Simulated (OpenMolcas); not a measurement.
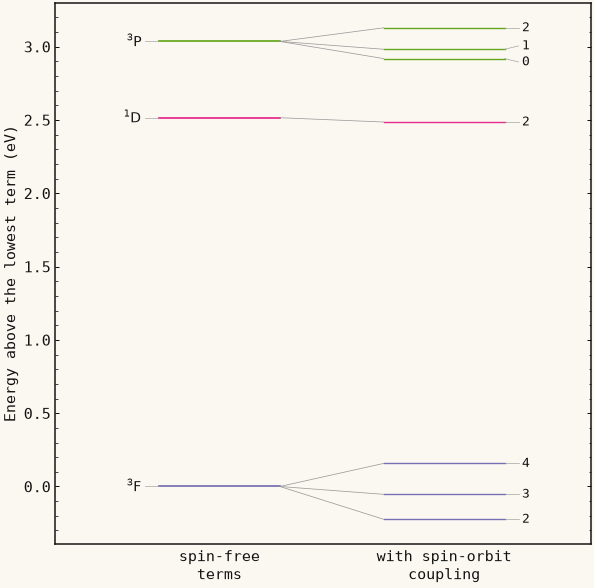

**Figure 1.** Terms of Co⁷⁺ without and with spin-orbit coupling; numbers at the right are J. ³F (at 0) splits over 0.381 eV into J = 2, 3, 4 from the bottom up (normal); ¹D (at 2.52 eV) gives the one level J = 2; ³P (at 3.04 eV) splits over 0.210 eV into J = 0, 1, 2 from the bottom up (normal). The ground level lies 0.224 eV below the lowest term.

**Multiconfigurational calculation, with input and output: Co⁷⁺**

- system: Co⁷⁺.
- method: state-averaged SS-CASPT2, IPEA shift 0.25, imaginary shift 0.1 hartree, active space 2 electrons in the shell 3d, basis ANO-RCC-VTZP, DKH2 scalar Hamiltonian, spin-orbit coupling by RASSI with atomic mean-field integrals (OpenMolcas)

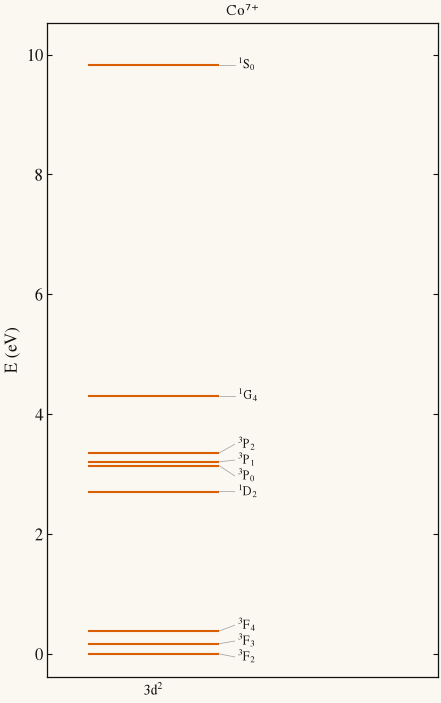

**Figure 2.** Level diagram of Co VIII (Co⁷⁺). The lowest level is 3d² ³F₂. The first excited level, 3d² ³F₃, lies at 0.170 eV. The ground term spreads over 0.381 eV in the order J = 2, 3, 4, a normal multiplet. All levels drawn have even parity, so no electric dipole line joins them. The leading LS term holds 99 % of a level on average. The ground level has g = 0.667. Spin-orbit coupling puts the ground level 0.224 eV below the lowest spin-free term.

| Configuration | Level | E (eV) | Landé g |
| --- | --- | --- | --- |
| 3d² | ³F₂ | 0 | 0.667 |
| 3d² | ³F₃ | 0.1703 | 1.084 |
| 3d² | ³F₄ | 0.3812 | 1.250 |
| 3d² | ¹D₂ | 2.710 | 1.030 |
| 3d² | ³P₀ | 3.142 | – |
| 3d² | ³P₁ | 3.206 | 1.501 |
| 3d² | ³P₂ | 3.352 | 1.470 |
| 3d² | ¹G₄ | 4.312 | 1.000 |
| 3d² | ¹S₀ | 9.833 | – |

These pictures come from the run below.

### Input
```
&GATEWAY
Coord
1

Co 0.0 0.0 0.0
Basis=ANO-RCC-VTZP
Group=XYZ
NoMove
AngMom=0.0 0.0 0.0
AMFI
&SEWARD
&RASSCF
FileOrb=start.orb
Symmetry=1
Spin=3
nActEl=2 0 0
Inactive=3 6
Ras2=5 0
CIRoot=10 10 1
SDav=10
CIMx=300
Iter=120 100
PrWF=0.3
OrbListing=Nothing
MaxOrb=0
Atom
>>> COPY $Project.JobIph JOB001
&RASSCF
FileOrb=start.orb
Symmetry=1
Spin=1
nActEl=2 0 0
Inactive=3 6
Ras2=5 0
CIRoot=15 15 1
SDav=15
CIMx=300
Iter=120 100
PrWF=0.3
OrbListing=Nothing
MaxOrb=0
Atom
>>> COPY $Project.JobIph JOB002
&RASSI
NrOfJobIphs=2 10 15
1 2 3 4 5 6 7 8 9 10
1 2 3 4 5 6 7 8 9 10 11 12 13 14 15
IphNames
JOB001
JOB002
EJob
SpinOrbit
DIPRint=1.0
SOCoupling=1000.0
Subsets=2
MEES
Property=10
'ANGMOM' 1 'ANGMOM' 2 'ANGMOM' 3 'MLTPL  1' 1 'MLTPL  1' 2 'MLTPL  1' 3
'AMFI' 1 'AMFI' 2 'AMFI' 3 'MLTPL  2' 6
SOProperty=3
'ANGMOM' 1 'ANGMOM' 2 'ANGMOM' 3
>>> COPY JOB001 $Project.JobIph
&CASPT2
Multistate=10 1 2 3 4 5 6 7 8 9 10
Frozen=3 6
IPEA=0.25
Imaginary=0.1
MaxIter=60
WThr=0.0 0.3 0.05
PrWF=0.5
NoMix
>>> COPY JOB002 $Project.JobIph
&CASPT2
Multistate=15 1 2 3 4 5 6 7 8 9 10 11 12 13 14 15
Frozen=3 6
IPEA=0.25
Imaginary=0.1
MaxIter=60
WThr=0.0 0.3 0.05
PrWF=0.5
NoMix
```

The file start.orb holds starting orbitals from an earlier step. A driver script formed the levels outside the program, from RASSI's spin-orbit matrix and the CASPT2 energies (for multi-state variants, the effective Hamiltonian), averaged over the components of each term or state. The log and the time are those of the CASPT2 step.

Launched with:
```bash
OMP_NUM_THREADS=1 MOLCAS_MEM=1689 MOLCAS_PROJECT=a pymolcas a.inp > a.log  # once for each step of the input, in one work folder
```

### The program's output (extracts)
```
--- CASPT2 ---
Orbital specifications:
      -----------------------

      Symmetry species                           1   2
                                                ag  au
      Frozen orbitals                            3   6
      Inactive orbitals                          0   0
      Active orbitals                            5   0
      Secondary orbitals                        22  23
      Deleted orbitals                           0   0
      Number of basis functions                 30  29
Type of calculation                        MS-CASPT2
      Fock operator                              state-specific
      IPEA shift                                 0.25
      Real shift                                 0.00
      Imaginary shift                            0.10
      The input orbitals will be transformed to quasi-canonical
Reference energy:       -1376.6482417694
      E2 (Non-variational):      -0.0034581246
      Shift correction:          -0.0000002939
      E2 (Variational):          -0.0034584185
      Total energy:           -1376.6517001879
      Residual norm:              0.0000008371
      Reference weight:           0.99971
      Contributions to the CASPT2 correlation energy
      Active & Virtual Only:         -0.0034581246
      One Inactive Excited:           0.0000000000
      Two Inactive Excited:           0.0000000000
Reference energy:       -1376.6482417694
      E2 (Non-variational):      -0.0035063918
      Shift correction:          -0.0000003126
      E2 (Variational):          -0.0035067043
      Total energy:           -1376.6517484737
      Residual norm:              0.0000000343
      Reference weight:           0.99970
      Contributions to the CASPT2 correlation energy
      Active & Virtual Only:         -0.0035063918
      One Inactive Excited:           0.0000000000
      Two Inactive Excited:           0.0000000000
::    CASPT2 Root  1     Total energy:  -1376.65170019
::    CASPT2 Root  2     Total energy:  -1376.65174847
::    CASPT2 Root  3     Total energy:  -1376.65168816
::    CASPT2 Root  4     Total energy:  -1376.65170007
::    CASPT2 Root  5     Total energy:  -1376.65178922
::    CASPT2 Root  6     Total energy:  -1376.65167720
::    CASPT2 Root  7     Total energy:  -1376.65166932
::    CASPT2 Root  8     Total energy:  -1376.54014961
::    CASPT2 Root  9     Total energy:  -1376.54014961
::    CASPT2 Root 10     Total energy:  -1376.54014961
::    MS-CASPT2 Root  1     Total energy:  -1376.65178925
::    MS-CASPT2 Root  2     Total energy:  -1376.65174851
::    MS-CASPT2 Root  3     Total energy:  -1376.65170084
::    MS-CASPT2 Root  4     Total energy:  -1376.65170005
::    MS-CASPT2 Root  5     Total energy:  -1376.65168781
::    MS-CASPT2 Root  6     Total energy:  -1376.65167704
::    MS-CASPT2 Root  7     Total energy:  -1376.65166913
::    MS-CASPT2 Root  8     Total energy:  -1376.54014961
::    MS-CASPT2 Root  9     Total energy:  -1376.54014961
::    MS-CASPT2 Root 10     Total energy:  -1376.54014961
--- CASPT2 ---
Orbital specifications:
      -----------------------

      Symmetry species                           1   2
                                                ag  au
      Frozen orbitals                            3   6
      Inactive orbitals                          0   0
      Active orbitals                            5   0
      Secondary orbitals                        22  23
      Deleted orbitals                           0   0
      Number of basis functions                 30  29
Type of calculation                        MS-CASPT2
      Fock operator                              state-specific
      IPEA shift                                 0.25
      Real shift                                 0.00
      Imaginary shift                            0.10
      The input orbitals will be transformed to quasi-canonical
Reference energy:       -1376.5499294278
      E2 (Non-variational):      -0.0093408710
      Shift correction:          -0.0000010283
      E2 (Variational):          -0.0093418993
      Total energy:           -1376.5592713271
      Residual norm:              0.0000000249
      Reference weight:           0.99915
      Contributions to the CASPT2 correlation energy
      Active & Virtual Only:         -0.0093408710
      One Inactive Excited:           0.0000000000
      Two Inactive Excited:           0.0000000000
Reference energy:       -1376.5499294278
      E2 (Non-variational):      -0.0093408766
      Shift correction:          -0.0000010283
      E2 (Variational):          -0.0093419049
      Total energy:           -1376.5592713327
      Residual norm:              0.0000000209
      Reference weight:           0.99915
      Contributions to the CASPT2 correlation energy
      Active & Virtual Only:         -0.0093408766
      One Inactive Excited:           0.0000000000
      Two Inactive Excited:           0.0000000000
::    CASPT2 Root  1     Total energy:  -1376.55927133
::    CASPT2 Root  2     Total energy:  -1376.55927133
::    CASPT2 Root  3     Total energy:  -1376.55927133
::    CASPT2 Root  4     Total energy:  -1376.55927132
::    CASPT2 Root  5     Total energy:  -1376.55927133
::    CASPT2 Root  6     Total energy:  -1376.50155122
::    CASPT2 Root  7     Total energy:  -1376.50154283
::    CASPT2 Root  8     Total energy:  -1376.50165285
::    CASPT2 Root  9     Total energy:  -1376.50147743
::    CASPT2 Root 10     Total energy:  -1376.50160830
::    CASPT2 Root 11     Total energy:  -1376.50163405
::    CASPT2 Root 12     Total energy:  -1376.50161488
::    CASPT2 Root 13     Total energy:  -1376.50163863
::    CASPT2 Root 14     Total energy:  -1376.50150930
::    CASPT2 Root 15     Total energy:  -1376.29896709
::    MS-CASPT2 Root  1     Total energy:  -1376.55927134
::    MS-CASPT2 Root  2     Total energy:  -1376.55927134
::    MS-CASPT2 Root  3     Total energy:  -1376.55927133
::    MS-CASPT2 Root  4     Total energy:  -1376.55927133
::    MS-CASPT2 Root  5     Total energy:  -1376.55927132
::    MS-CASPT2 Root  6     Total energy:  -1376.50165538
::    MS-CASPT2 Root  7     Total energy:  -1376.50163951
::    MS-CASPT2 Root  8     Total energy:  -1376.50163552
::    MS-CASPT2 Root  9     Total energy:  -1376.50161323
::    MS-CASPT2 Root 10     Total energy:  -1376.50160973
::    MS-CASPT2 Root 11     Total energy:  -1376.50155120
::    MS-CASPT2 Root 12     Total energy:  -1376.50153942
::    MS-CASPT2 Root 13     Total energy:  -1376.50151044
::    MS-CASPT2 Root 14     Total energy:  -1376.50147505
::    MS-CASPT2 Root 15     Total energy:  -1376.29896709
```

### Summary

- outcome: converged
- lowest level: 3d² ³F₂
- first excited level: 3d² ³F₃, 1,373 cm⁻¹ (measured: 1,430)
- energy of the lowest spin-free term: −1376.65171 hartree
- energy of the lowest spin-orbit level: −1376.65993 hartree
- CASPT2 correlation energy: −0.0035 hartree
- largest spread among components of a term: 38.5 cm⁻¹
- lowest reference weight: 0.997
- hardware: 1 thread of Arm Neoverse V2, 24 GiB of memory available, shared host
- wall time: 1.6 s

### Remarks

The run is of multi-state type; this report uses its single-state energies. To bear in mind: only configurations of the active space are included.
